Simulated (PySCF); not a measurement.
Run report: BSi2H2O4F3, NMR shielding calculation

The run: NMR shielding calculation of BSi2H2O4F3, SMILES OB(O)O[Si]O[Si](F)(F)F. Method and program: GIAO PBE0/pcSseg-1 NMR shielding, non-relativistic, gas phase (PySCF 2.14.0).

The geometry comes from this level: PBE0-D3(BJ)/def2-SVP. Figures and captions count atoms from 1; the log counts them from 0 in places.

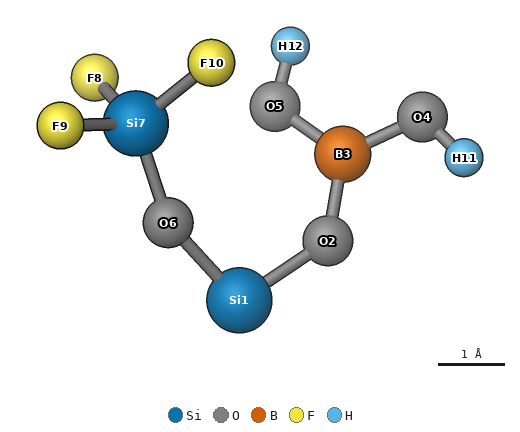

The structure (ball-and-stick view, seen at a tilt; atoms are numbered from 1 in the order of the input). Bond lengths as drawn: B–O 1.36 to 1.38 Å, F–Si 1.59 to 1.60 Å, H–O 0.96 Å and O–Si 1.62 to 1.68 Å.

The input:
```
{"job": {"kind": "nmr", "xc": "PBE0", "basis": "pcSseg-1"}, "charge": 0, "multiplicity": 1}
Si     0.583662    -1.216302    -1.974741
O      1.591879    -0.304585    -0.998009
B      1.399187     0.634260    -0.008278
O      2.347687     0.877315     0.930032
O      0.223437     1.322286     0.003241
O     -0.865448    -1.165814    -1.118529
Si    -1.844710    -0.695191     0.079578
F     -2.567981     0.697537    -0.194554
F     -3.003452    -1.783515     0.238174
F     -1.102388    -0.642840     1.497090
H      3.121760     0.317712     0.813334
H      0.154475     1.927422     0.749097
```

The first line tells a small driver script what to run in PySCF; the rest is the geometry in Å.

Hardware: 1 CPU thread, shared host.

Launch command:
```bash
OMP_NUM_THREADS=1 python <driver script> task.json out
```

Output:
```
coarse grid: 13176 points
cycle   1  E = -1204.5308725101  dE =  1.480e+00  |g| = 1.450e+00  |ddm| = 3.416e+00
cycle   2  E = -1204.1679905710  dE =  3.629e-01  |g| = 2.062e+00  |ddm| = 1.843e+00
cycle   3  E = -1204.8780525070  dE = -7.101e-01  |g| = 1.431e-01  |ddm| = 1.121e+00
cycle   4  E = -1204.8807761572  dE = -2.724e-03  |g| = 7.725e-02  |ddm| = 1.171e-01
cycle   5  E = -1204.8817333956  dE = -9.572e-04  |g| = 9.425e-03  |ddm| = 3.856e-02
cycle   6  E = -1204.8817445099  dE = -1.111e-05  |g| = 5.342e-03  |ddm| = 9.077e-03
cycle   7  E = -1204.8817492482  dE = -4.738e-06  |g| = 1.169e-03  |ddm| = 3.184e-03
final grid: 125448 points
cycle   8  E = -1204.9930573453  dE = -4.139e-05  |g| = 1.096e-02  |ddm| = 1.505e-02
cycle   9  E = -1204.9930321090  dE =  2.524e-05  |g| = 1.633e-02  |ddm| = 1.253e-02
cycle  10  E = -1204.9930763618  dE = -4.425e-05  |g| = 1.177e-03  |ddm| = 7.971e-03
cycle  11  E = -1204.9930765874  dE = -2.256e-07  |g| = 3.212e-04  |ddm| = 7.288e-04
cycle  12  E = -1204.9930766029  dE = -1.548e-08  |g| = 9.308e-05  |ddm| = 2.045e-04
cycle  13  E = -1204.9930766043  dE = -1.416e-09  |g| = 3.914e-05  |ddm| = 7.292e-05
cycle  14  E = -1204.9930766046  dE = -2.433e-10  |g| = 7.942e-06  |ddm| = 2.212e-05
```

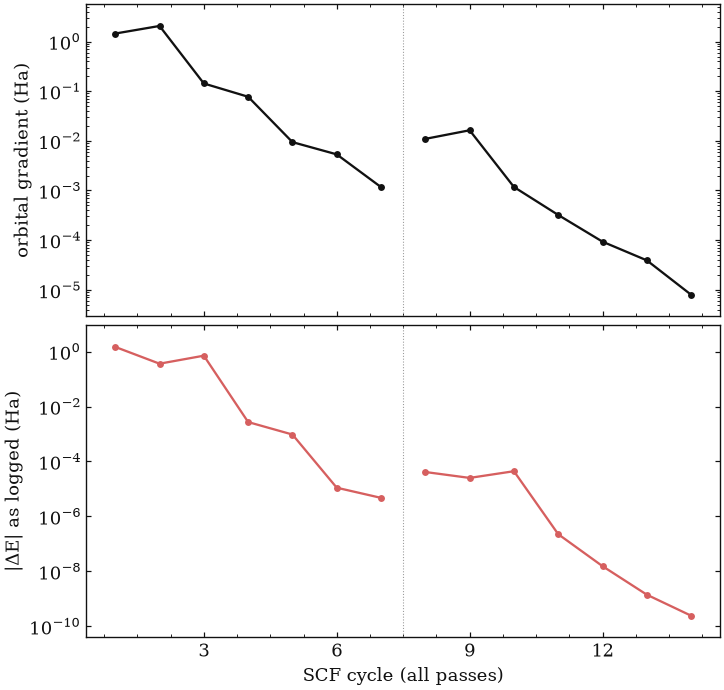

Convergence of the self-consistent field: orbital gradient and size of the energy change against the SCF cycle. The dotted line marks the change from a coarse to the final integration grid. The first 7 cycles use a coarse grid, the final grid takes over at cycle 8, and the field converges after 14 cycles in all.

```
converged SCF energy = -1204.9930766046

GIAO shielding tensors (ppm)
atom      isotropic    diamagn.    paramagn.     s11        s22        s33       span
  0 Si     318.602     877.833    -559.231     87.461    340.652    527.693    440.232
  1 O      101.927     402.393    -300.465    -76.839    163.448    219.173    296.012
  2 B       83.650     198.507    -114.858     70.190     86.297     94.462     24.272
  3 O      240.483     387.291    -146.808    165.763    261.935    293.752    127.989
  4 O      237.359     394.417    -157.058    165.050    269.715    277.312    112.261
  5 O      153.392     401.248    -247.856      0.005    183.347    276.824    276.819
  6 Si     462.701     878.539    -415.838    454.192    460.717    473.195     19.003
  7 F      334.049     468.804    -134.756    291.400    296.089    414.657    123.257
  8 F      334.416     466.682    -132.266    291.136    293.158    418.954    127.817
  9 F      329.653     472.290    -142.636    288.590    294.903    405.466    116.876
 10 H       27.978      30.889      -2.911     21.167     24.115     38.652     17.486
 11 H       27.829      33.159      -5.330     21.301     24.414     37.772     16.471
```

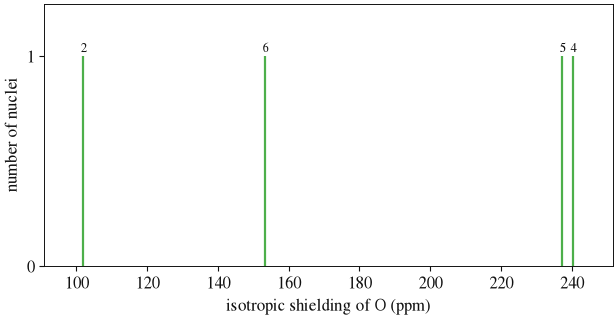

Isotropic shieldings of the oxygen nuclei in this fixed geometry, labelled by atom number; shielding grows to the right, so chemical shift grows to the left. The least shielded is O2 (101.9 ppm), the most shielded O4 (240.5 ppm).

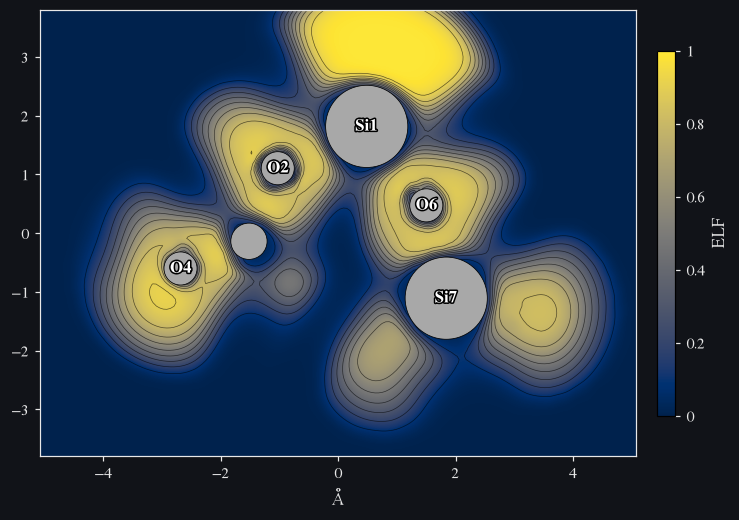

Electron localisation function on the plane of atoms O2, Si1 and O6. Grey discs, where drawn, cover atomic cores. Si–O (1.62 Å): the ELF peaks at about 0.85 between the atoms, which marks a polar covalent bond. Si–O (1.67 Å): the ELF peaks at about 0.85 between the atoms, which marks a shared but strongly polarised pair.

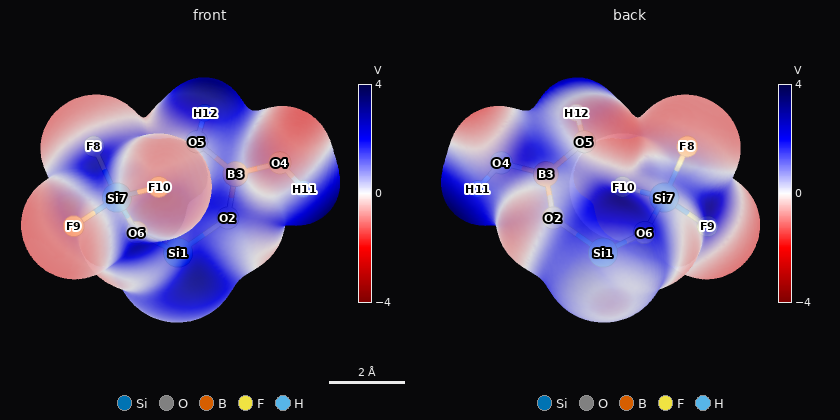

The molecular electrostatic potential painted on the density surface at 0.004 e/bohr³, seen at a tilt and from behind; the colour scale runs from red (negative) to blue (positive).

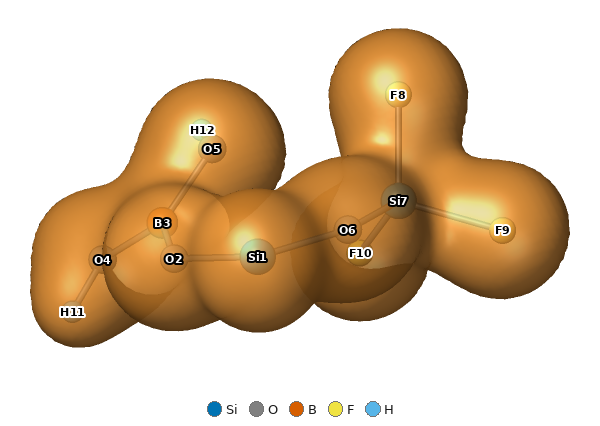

Isosurface of the electron density at 0.2 e/Å³ (orange), seen at an oblique angle. At this value the surface is in one piece. On the grid the lowest density along these lines, outside the cores, is 1.6 e/Å³ (B–O, 1.36 Å), 0.96 e/Å³ (Si–F, 1.59 Å), 1 e/Å³ (Si–O, 1.62 Å) and 2.4 e/Å³ (O–H, 0.96 Å).

Key numbers:

```csv
quantity,value
outcome,converged
total energy,−1204.993077 hartree
HOMO,−8.01 eV
LUMO,−2.06 eV
dipole moment,2.74 D
"isotropic shielding, Si",318.6 to 462.7 ppm
"isotropic shielding, O",101.9 to 240.5 ppm
"isotropic shielding, B",83.6 ppm
"isotropic shielding, F",329.7 to 334.4 ppm
"isotropic shielding, H",27.8 to 28.0 ppm
wall time,35 s
peak memory,1.1 GiB
```
